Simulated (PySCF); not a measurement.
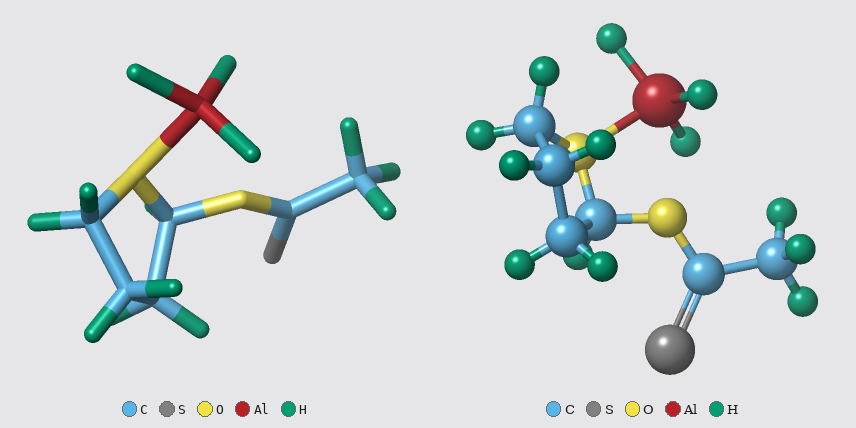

The same structure drawn twice, from different directions.

The computed structure is the end point of a GFN2-xTB optimisation. No frequency run is at hand to confirm it as a minimum.

Question: Which formula does it have?

Answer: C₆H₁₃AlO₂S, 23 atoms: 6 carbon, 13 hydrogen, 1 aluminium, 2 oxygen and 1 sulfur.

Question: How many bonds of each kind are drawn?

Answer: 10 C–H, 4 C–C, 4 C–O, 3 Al–H, 1 C–S, 1 Al–O.

The parts below concern this one geometry. Atoms keep their numbers from picture to picture.

### Geometry

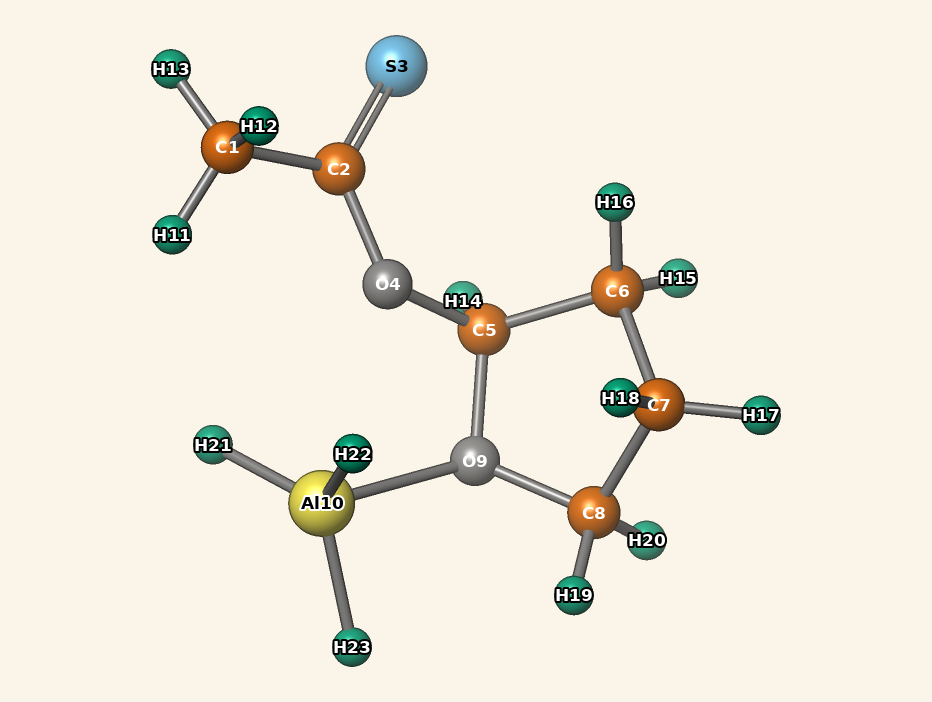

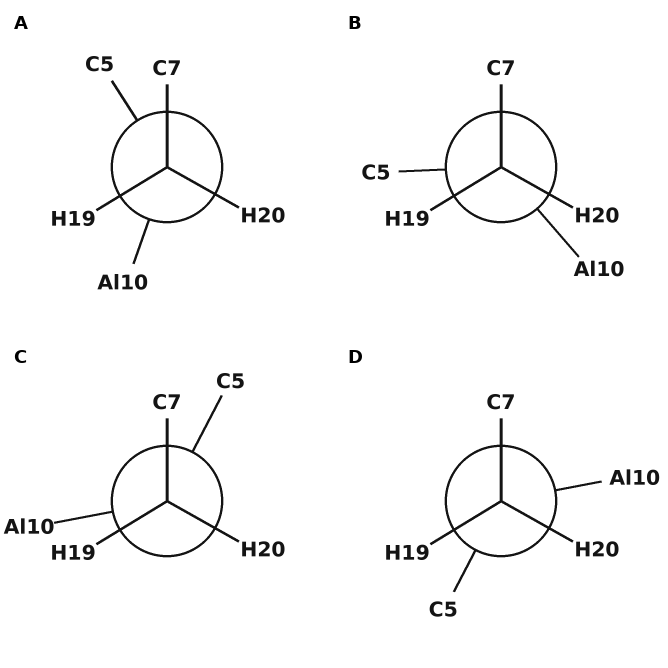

Distant atoms are faded towards the background colour. Bonds that would overlap in a projection are set slightly apart. No frequency run is at hand to confirm it as a minimum.

Question: Which Newman projection shows the view along C8–O9, with C8 in front?

Answer: C. The torsion angle C7–C8–O9–Al10 is −101°, anticlinal.

### Electronic properties

No frequency run is at hand to confirm it as a minimum. Properties computed with PBE0/pcSseg-1, gas phase (PySCF 2.14.0).

Question: Estimate the HOMO–LUMO gap.

Answer: 5.18 eV.

Question: Estimate the HOMO energy (Kohn–Sham orbital).

Answer: −6.97 eV.

Question: Give the dipole moment at this level.

Answer: 4.53 D.

### NMR shielding

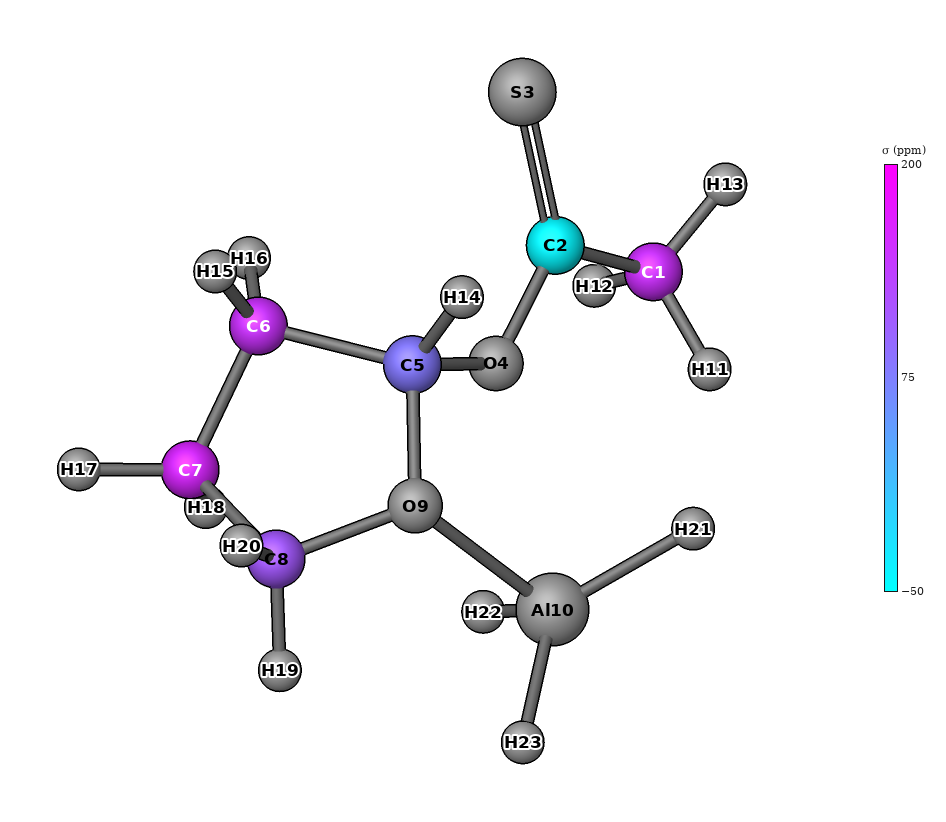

Atoms are coloured by their isotropic NMR shieldings (C only, the others grey). No frequency run is at hand to confirm it as a minimum. Level of theory: GIAO PBE0/pcSseg-1 NMR shielding, non-relativistic, gas phase (PySCF 2.14.0).

List the isotropic NMR shieldings of the C atoms.

```csv
atom,σ (ppm)
C1,151.6
C2,−41.5
C5,80.4
C6,149.6
C7,161.1
C8,111.3
```

### Charges

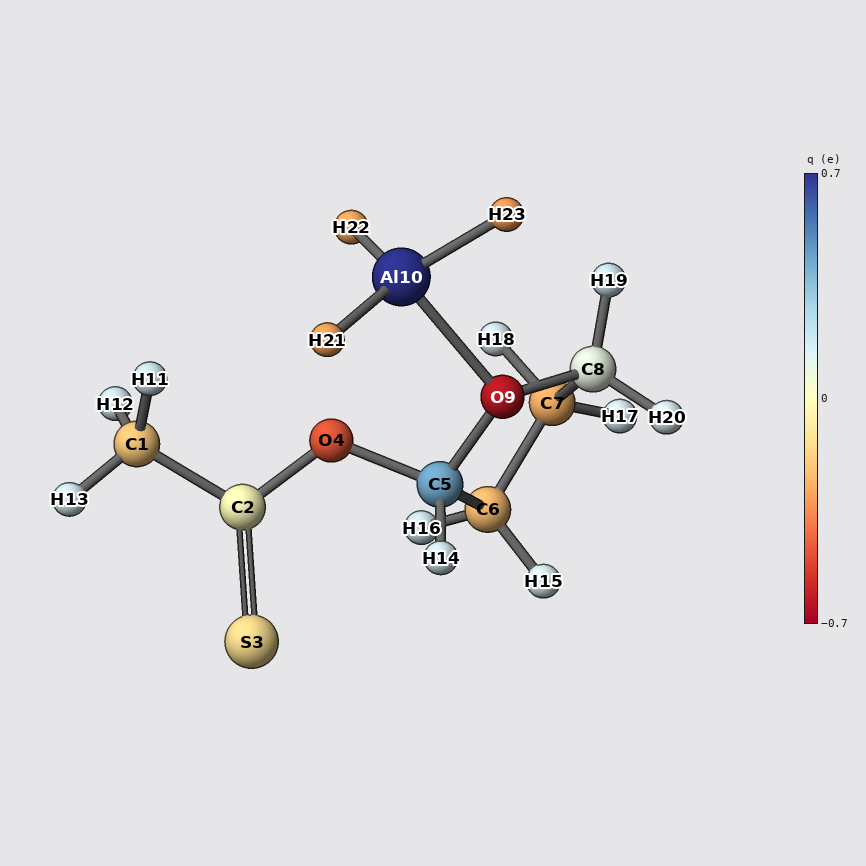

Atoms are coloured by their Mulliken charges. No frequency run is at hand to confirm it as a minimum. Method: PBE0/pcSseg-1, gas phase (PySCF 2.14.0).

Give the Mulliken charges atom by atom.

| atom | value (e) |
| --- | --- |
| C1 | −0.20 |
| C2 | −0.01 |
| S3 | −0.13 |
| O4 | −0.46 |
| C5 | 0.41 |
| C6 | −0.22 |
| C7 | −0.25 |
| C8 | 0.09 |
| O9 | −0.62 |
| Al10 | 0.70 |
| H11 | 0.17 |
| H12 | 0.16 |
| H13 | 0.15 |
| H14 | 0.16 |
| H15 | 0.14 |
| H16 | 0.17 |
| H17 | 0.14 |
| H18 | 0.16 |
| H19 | 0.17 |
| H20 | 0.14 |
| H21 | −0.29 |
| H22 | −0.27 |
| H23 | −0.31 |

### Ring current

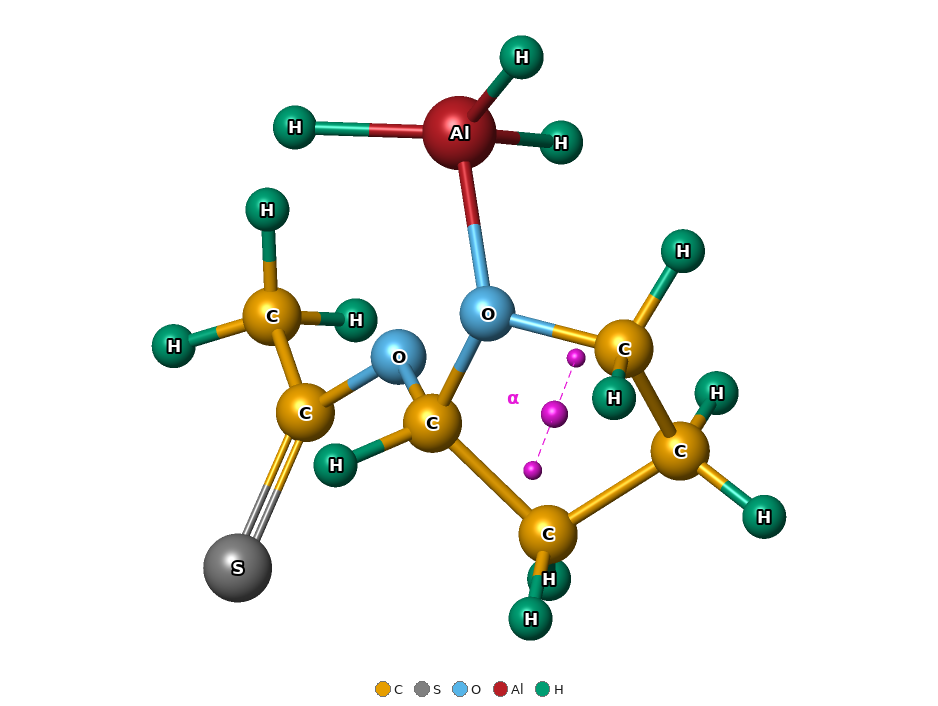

The small points mark where nucleus-independent chemical shifts (NICS) were computed: at the centre of each lettered ring and 1 Å above and below it. No frequency run is at hand to confirm it as a minimum. Method: GIAO PBE0/pcSseg-1 NMR shielding, non-relativistic, gas phase (PySCF 2.14.0).

Give NICS(0), NICS(1) and the out-of-plane component NICS(1)zz for each ring (means of the two sides).

```tsv
ring	members	NICS(0)	NICS(1)	NICS(1)zz
α	C4O	−7.5	−3.7	−5.7
```

Values in ppm.

Question: What do the values say about the ring currents?

Answer: Ring α: weak, as in a non-aromatic ring. NICS is one index among several.

Mulliken values depend strongly on the basis set and can even reverse the polarity of a bond. The geometry is semi-empirical. Around Al such bond lengths and angles can be off by a tenth of an ångström or more and by several degrees, and values that hang on the shape move with them.
